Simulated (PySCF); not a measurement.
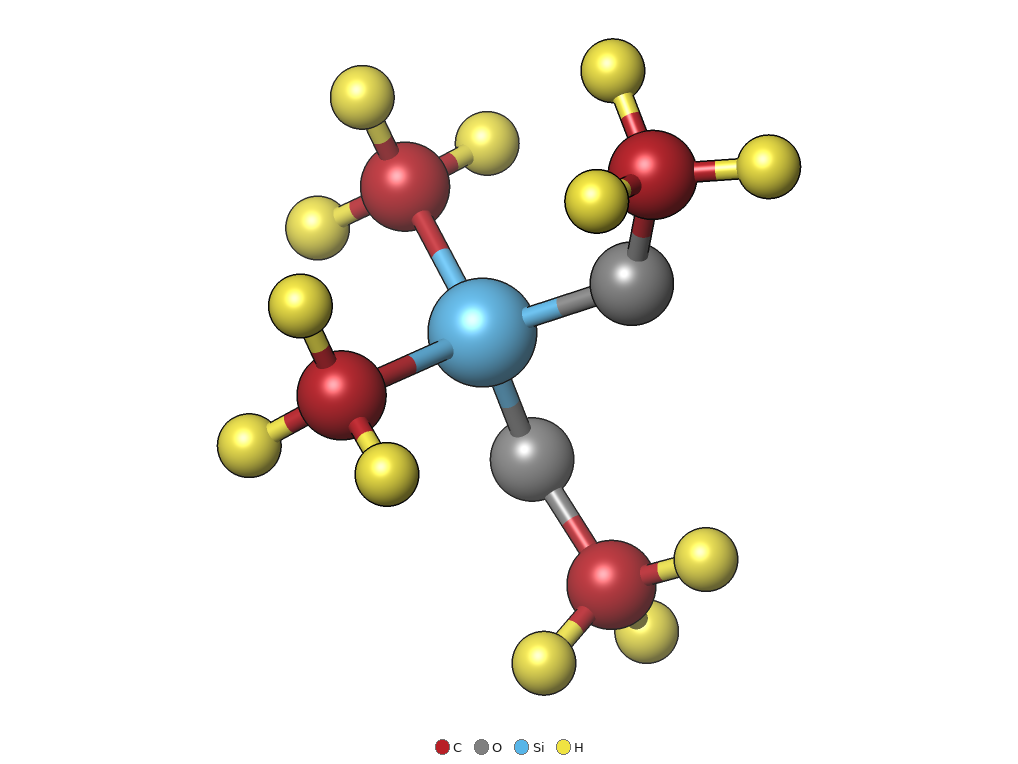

The geometry was computed by an optimisation with GFN2-xTB. No frequency run is at hand to confirm it as a minimum.

Give the structural formula.

SMILES: CO[Si](C)(C)OC

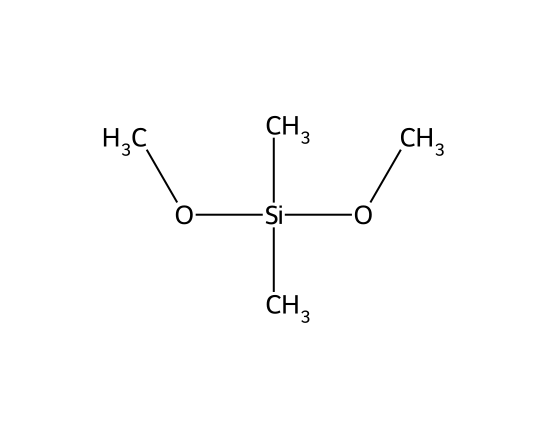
